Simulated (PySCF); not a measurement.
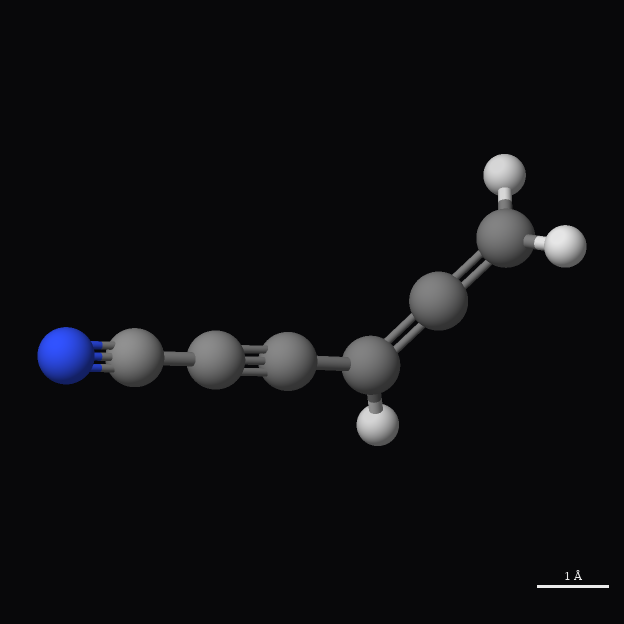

A ball-and-stick model of a molecule. Colours: carbon grey, nitrogen blue, hydrogen white.

The computed structure is the end point of a PBE0-D3(BJ)/def2-SVP optimisation. No frequency run is at hand to confirm it as a minimum.

Question: Give the formula.

Answer: C6H3N, 10 atoms: 6 carbon, 3 hydrogen and 1 nitrogen.

Question: Name some functional groups or characteristic bonds that it holds.

Answer: Among them: nitrile, alkyne.

Question: Count the bonded pairs by element.

Answer: 5 C–C, 3 C–H, 1 C–N.

Question: What is the point group of this geometry?

Answer: Cs.

Question: Describe its rings.

Answer: It has no ring.

More results for the same structure follow; atom numbers are the same in all pictures, views and colours differ.

**Shape**

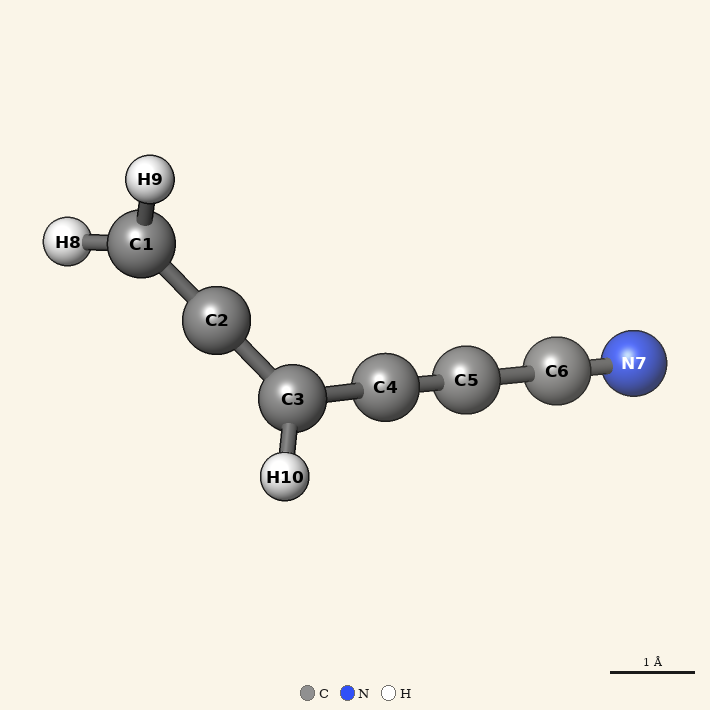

The atoms are numbered. No frequency run is at hand to confirm it as a minimum.

What are the angles C2–C1–H8, C1–C2–C3, C2–C3–C4, C2–C3–H10, C4–C3–H10, C3–C4–C5, C4–C5–C6, C5–C6–N7?

```json
{"angle": "C2–C1–H8", "degrees": "121.0"}
{"angle": "C1–C2–C3", "degrees": "179.7"}
{"angle": "C2–C3–C4", "degrees": "123.2"}
{"angle": "C2–C3–H10", "degrees": "119.4"}
{"angle": "C4–C3–H10", "degrees": "117.5"}
{"angle": "C3–C4–C5", "degrees": "178.6"}
{"angle": "C4–C5–C6", "degrees": "179.6"}
{"angle": "C5–C6–N7", "degrees": "179.9"}
```

**Levels of theory compared**

No frequency run is at hand to confirm it as a minimum. Program: PySCF 2.14.0.

Tabulate dipole (D), HOMO energy (eV) at these levels: B3LYP/def2-SVPD; B3LYP/def2-SVPD in chloroform (IEF-PCM); B3LYP/def2-SVPD in cyclohexane (IEF-PCM); BHandHLYP/aug-pcX-1 (pcseg-1 on H); PBE0/pcSseg-1 in chloroform (IEF-PCM); PBE0/pcSseg-1 in cyclohexane (IEF-PCM).

| level | dipole (D) | HOMO energy (eV) |
| --- | --- | --- |
| B3LYP/def2-SVPD | 5.72 | −7.48 |
| B3LYP/def2-SVPD in chloroform (IEF-PCM) | 7.29 | −7.37 |
| B3LYP/def2-SVPD in cyclohexane (IEF-PCM) | 6.60 | −7.41 |
| BHandHLYP/aug-pcX-1 (pcseg-1 on H) | 5.84 | −8.59 |
| PBE0/pcSseg-1 in chloroform (IEF-PCM) | 7.17 | −7.61 |
| PBE0/pcSseg-1 in cyclohexane (IEF-PCM) | 6.52 | −7.65 |

**Bond orders**

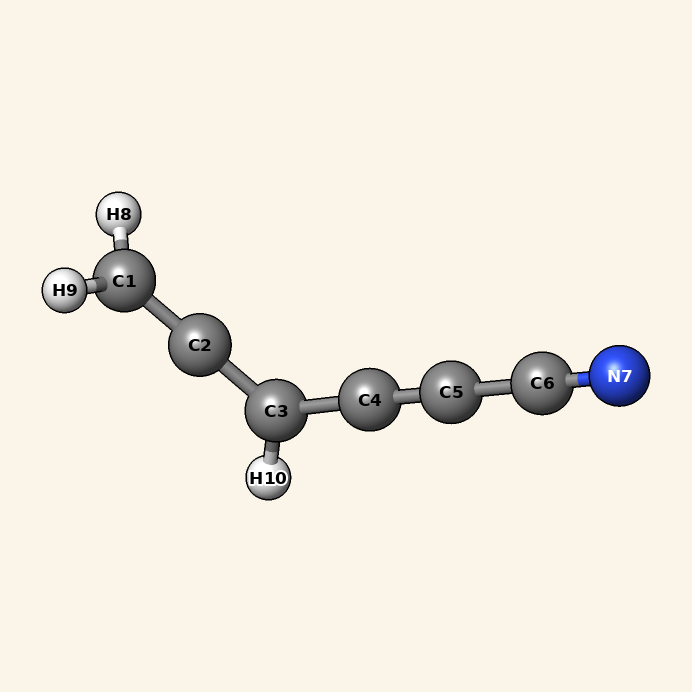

Every bond is drawn as one stick. No frequency run is at hand to confirm it as a minimum. Level of theory: PBE0/pcSseg-1 in chloroform (IEF-PCM) (PySCF 2.14.0).

Question: Which bond has the highest Mayer bond order?

Answer: C6–N7, 2.89, at a length of 1.164 Å.

List the Mayer bond orders of C1–C2, C1–H8, C2–C3, C3–C4, C3–H10, C4–C5, C5–C6, C6–N7 (one bond of each equivalent set).

```tsv
bond	Mayer order	length (Å)
C1–C2	2.09	1.301
C1–H8	0.90	1.096
C2–C3	1.78	1.322
C3–C4	1.22	1.416
C3–H10	0.89	1.099
C4–C5	2.05	1.219
C5–C6	1.14	1.372
C6–N7	2.89	1.164
```

**Polarisability**

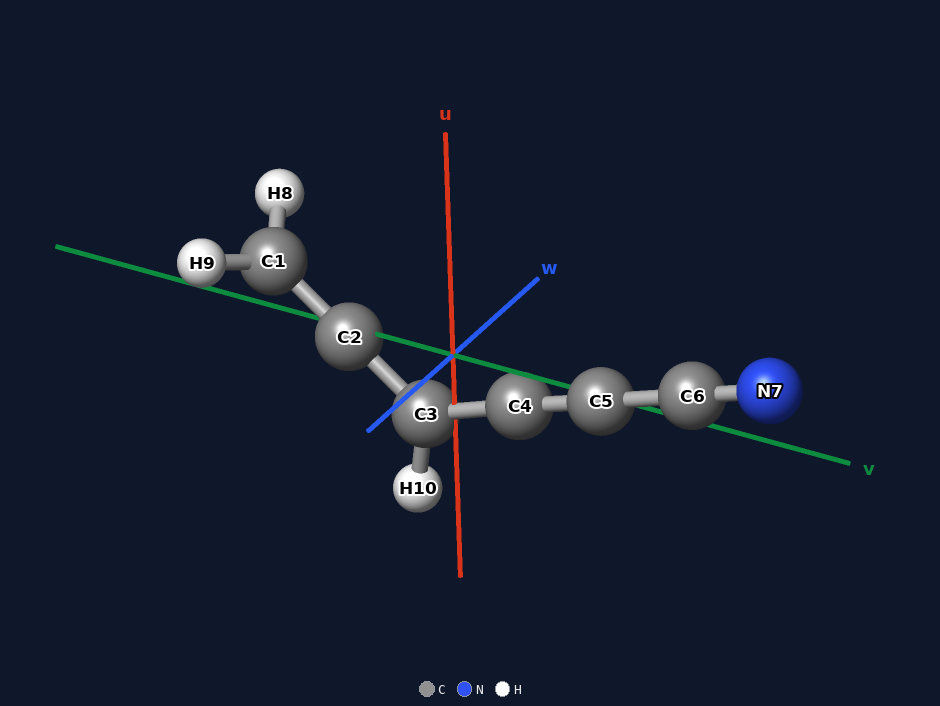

The lines u, v and w are the principal axes of the static dipole polarisability. No frequency run is at hand to confirm it as a minimum. Method: B3LYP/def2-SVPD in chloroform (IEF-PCM) (PySCF 2.14.0).

Question: Along which axis is the molecule most polarisable, and along which least?

Answer: Most along v (close to the long direction C1···N7), least along w.

Question: Give the three principal values.

Answer: u 76.0, v 216.0, w 55.4 bohr³; mean 115.8, anisotropy 151.4 bohr³.
